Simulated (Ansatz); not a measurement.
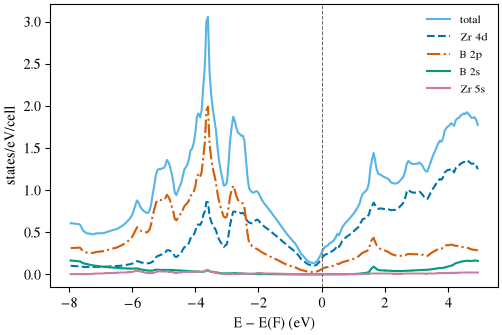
Total and projected density of states of ZrB₂ in space group P6/mmm (No. 191; Zr on 1a, B on 2d), DFT-r²SCAN in the program Ansatz with PAW potentials

**Question.** Which orbitals carry the states next to the Fermi level?

**Answer.** Within 0.5 eV of the Fermi level: Zr 4d 73 %, B 2p 24 %. Projections are on Löwdin-orthogonalised atomic valence shells; empty p or d shells of many metals are not among them.

**Question.** Where is the tallest occupied peak in this window, and what makes it?

**Answer.** Near -3.6 eV, about 3.1 states/eV per cell; the largest projected share is B 2p.

The cell was relaxed with r²SCAN under the symmetry of its start; of distortions, only those at the zone centre were tested. No spin polarisation was allowed. Scalar-relativistic: spin–orbit coupling is off unless named, which matters more the heavier the elements.

Potentials: the later of the program's two PAW sets.
